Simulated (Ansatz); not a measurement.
# SiH3Cl (chlorosilane): HF/aug-cc-pVDZ

Aim: the energy change on altering one bond length of SiH3Cl (chlorosilane) at HF/aug-cc-pVDZ, from 2 runs. 

The results are computed with Ansatz 0.2.0.

60 further runs of the same task are left out: 2 that didn't finish, 58 set aside as unsound or not needed.

## (1) The structure to begin with

SiH3Cl has 5 atoms, charge 0, and is taken as a singlet. SMILES: `[SiH3]Cl`. Geometry: relaxed at PBE0-D4/def2-TZVP.

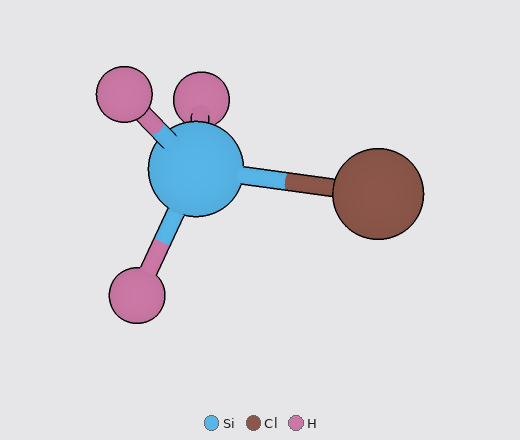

Viewed from a chosen angle; silicon blue, chlorine brown, hydrogen pink.

## (2) The energy at HF/aug-cc-pVDZ

Input file molecule.yaml:

```yaml
basis:
  gaussian: {orbitals: aug-cc-pVDZ}
crystal:
  periodic: [false, false, false]
  atoms:
    - symbol: Si
      position_ang: [-0.112000, 0.018600, -0.030900]
    - symbol: Cl
      position_ang: [1.838300, -0.513500, 0.329900]
    - symbol: H
      position_ang: [-0.950900, -0.488300, 1.079100]
    - symbol: H
      position_ang: [-0.534700, -0.585700, -1.314900]
    - symbol: H
      position_ang: [-0.190800, 1.495400, -0.104700]
hamiltonian: {xc: hf}
accuracy: high
output: {orbitals: {seedname: orbitals}}
```

Command:

```sh
$ ansatz run molecule.yaml --threads 1 --pin off --max-ram 3480MiB --events-out events.jsonl --progress --plain --runs-dir runs
```

The log of the run:

```text
Warning: RAYON_NUM_THREADS=1 ignored (pool sized by the plan → 1); use --threads N
Functional definition: HF
  name "HF"
  exchange = exact_x
  correlation = 0
1640 factors; integrals over basis functions are off by at most 3.8e-9 eV
mean field evaluation 1: about -20414.0018 eV, gradient 1.2e1 eV
mean field evaluation 2: about -20414.0066 eV, gradient 1.2e1 eV
mean field evaluation 4: about -20414.6695 eV, gradient 1.3e0 eV
mean field evaluation 8: about -20414.6770 eV, gradient 2.1e-4 eV
mean field -20414.67696113 eV, -750.2255407563 hartree, gradient 1.4e-8 eV, S^2 0.000000; 0 other end points of the search recorded, 0 dependent functions left out
reference -20414.67696113 eV, -750.2255407563 hartree; 17, 17 occupied and 64, 64 virtual orbitals, 1640 factors
Total energy: -20414.67696113 eV, -750.2255407563 hartree
```

Run time: 1.8 s. Hardware: 1 thread of Intel Xeon Platinum 8375C at 2.90GHz (Ice Lake), shared host; peak memory 0.2 GiB.

## (3) The distorted shape at the same level

Input file run.yaml:

```yaml
crystal:
  periodic: [false, false, false]
  atoms:
    - {symbol: Si, position_ang: [-0.017442, -1.753530, 0.057658]}
    - {symbol: Cl, position_ang: [1.932858, -2.285630, 0.418458]}
    - {symbol: H, position_ang: [-0.856342, -2.260430, 1.167658]}
    - {symbol: H, position_ang: [-0.440142, -2.357830, -1.226342]}
    - {symbol: H, position_ang: [-0.190800, 1.495400, -0.104700]}
basis:
  gaussian:
    orbitals: aug-cc-pVDZ
hamiltonian:
  xc: hf
accuracy: high
output: {orbitals: {seedname: orbitals}}
```

Command:

```sh
$ ansatz run run.yaml --threads 1 --pin off --max-ram 3480MiB --events-out events.jsonl --progress --plain --runs-dir runs
```

The log of the run:

```text
Warning: RAYON_NUM_THREADS=1 ignored (pool sized by the plan → 1); use --threads N
[... 4 set-up lines as earlier in the session ...]
1647 factors; integrals over basis functions are off by at most 3.9e-9 eV
mean field evaluation 1: about -20408.2298 eV, gradient 1.5e1 eV
mean field evaluation 2: about -20408.2431 eV, gradient 1.5e1 eV
mean field evaluation 4: about -20409.3307 eV, gradient 1.8e0 eV
mean field evaluation 8: about -20409.3515 eV, gradient 5.1e-4 eV
mean field evaluation 16: about -20405.6567 eV, gradient 6.1e0 eV
mean field -20409.35150728 eV, -750.0298339372 hartree, gradient 2.5e-8 eV, S^2 0.000000; 0 other end points of the search recorded, 0 dependent functions left out
reference -20409.35150728 eV, -750.0298339372 hartree; 17, 17 occupied and 64, 64 virtual orbitals, 1647 factors
Total energy: -20409.35150728 eV, -750.0298339372 hartree
```

Run time: 1.8 s. Hardware: 1 thread of Intel Xeon Platinum 8375C at 2.90GHz (Ice Lake), shared host; peak memory 0.2 GiB.

## (4) What came out

Level: HF/aug-cc-pVDZ.

| quantity | value |
| --- | --- |
| first shape: total energy | -750.22554 Eh |
| first shape: HOMO energy | -12.28 eV |
| first shape: LUMO energy | 1.04 eV |
| first shape: HOMO–LUMO gap | 13.33 eV |
| distorted shape: total energy | -750.02983 Eh |
| distorted shape: HOMO energy | -8.29 eV |
| distorted shape: LUMO energy | -1.32 eV |
| distorted shape: HOMO–LUMO gap | 6.97 eV |
| energy change with the Si1–H5 bond stretched from 1.481 to 3.258 Å | 5.325 eV |

**Reading.** One bond (distorted shape) is far stretched, which a spin-restricted single reference describes badly; a broken-symmetry solution may lie lower. With the Si1–H5 bond stretched from 1.481 to 3.258 Å the energy rises by 5.33 eV (514 kJ/mol). The first shape isn't relaxed at this level, so the change isn't measured from a minimum. A restricted reference can't describe the breaking bond well at this length.
